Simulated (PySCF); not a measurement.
**C4H9NO2Si: density, localisation and related maps**

Input

```
{"job": {"kind": "nmr", "xc": "PBE0", "basis": "pcSseg-1"}, "charge": 0, "multiplicity": 1}
O      2.535306    -1.689500    -0.804502
C      2.154626    -0.654086    -0.316026
N      0.886892    -0.350050     0.013843
C     -0.161503    -1.336318    -0.197628
C     -1.449408    -0.566052    -0.469854
C     -1.512394     0.596753     0.528384
Si     0.300555     1.129976     0.746999
O      0.833449     2.458214    -0.010617
H      2.836830     0.187773    -0.094979
H     -0.264981    -1.949832     0.703378
H      0.123884    -1.987798    -1.025877
H     -2.314694    -1.223963    -0.388747
H     -1.417206    -0.171709    -1.487647
H     -2.177018     1.382279     0.173849
H     -1.922591     0.245040     1.474164
H      0.793459     1.339874     2.096370
H      0.747797     2.601429    -0.951018
```

Launched as:

```sh
OMP_NUM_THREADS=1 python probes_run.py task.json out
```

Geometry: GFN2-xTB.

All numbers below come from PBE0/pcSseg-1, SCF density, gas phase, non-relativistic in PySCF 2.14.0.

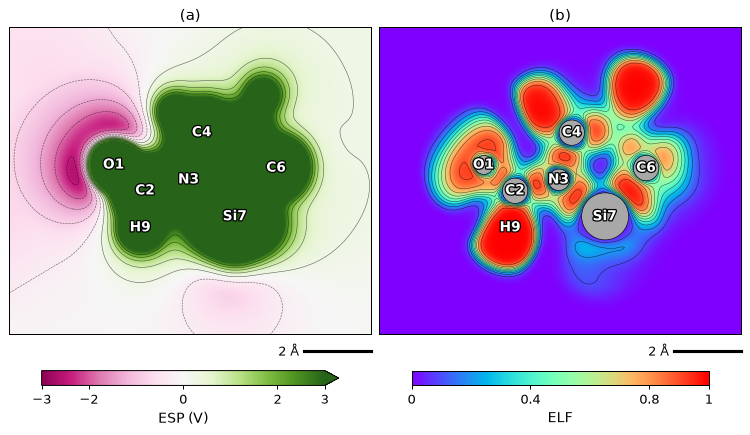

Figure 1. (a) molecular electrostatic potential; (b) ELF on the plane of atoms C2, N3 and Si7. Grey discs cover the atomic cores in the ELF map.

Q: What does the map show?

A:
- The plane passes through O, C, N, Si and H nuclei.
- C–O (1.21 Å): the ELF peaks at about 0.85 between the atoms: a short, multiple covalent bond.
- C–N (1.34 Å): the ELF peaks at about 0.90 between the atoms; localised, covalent bonding.
- Si–N (1.75 Å): the ELF peaks at about 0.90 between the atoms; a shared but strongly polarised pair.
- C–Si (1.90 Å): the ELF peaks at about 0.95 between the atoms; localised, covalent bonding.
- The ELF also peaks beside O1, away from the bonds: lone-pair regions.
- Outside the dense part of the molecule the potential is most negative (−2.6 V) near O1.

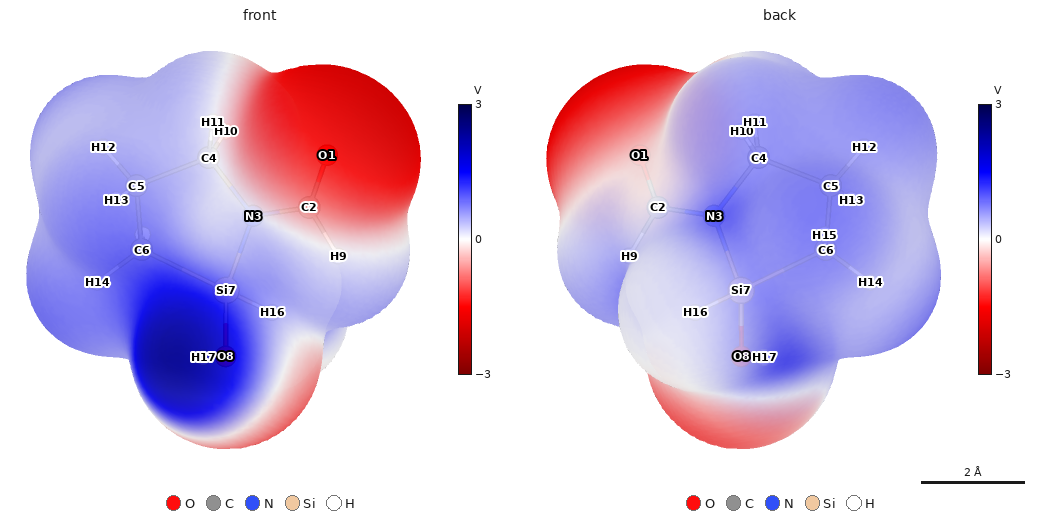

Figure 2. The electrostatic potential painted on the density surface at 0.001 e/bohr³, seen from the front and from behind; the colour scale runs from red (negative) to blue (positive).

Q: Where is the surface potential most negative and most positive?

A: The most negative region (about −1.9 V) lies over O1, the most positive (about +2.3 V) over H17. O1 is the likeliest acceptor of a hydrogen bond.

Q: What dipole moment does the calculation give?

A: Its dipole moment is 3.95 D.
